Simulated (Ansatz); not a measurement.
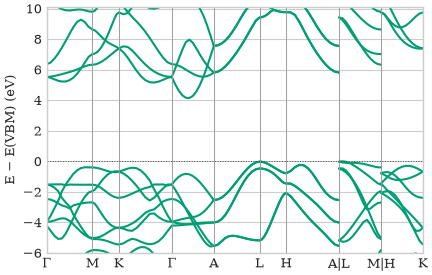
Figure: Band structure from PBE (plane waves, PAW; program Ansatz)

### Question
Read off the gap and where the band edges lie.

### Answer
About 4.1 eV (4.13 eV by a search for the band edges); maximum on the L–M line, 8 % of the way from L, minimum on the Γ–A line, 39 % of the way from Γ.

### Question
Which of these materials gives this?
A. SiC, wurtzite
B. SiC, 4H polytype
C. C, P6_122 (C on 6b)

### Answer
C, C, P6_122 (C on 6b)

The start of the workflow was typed in or built on a structure type; neither database checked (COD, Materials Project) lists it. It is not the phase usual at ambient conditions (space group No. 194, 227). The cell was relaxed with PBE under the symmetry of its start; its stability against distortions is not shown here.

Potentials: the earlier of the program's two PAW sets.
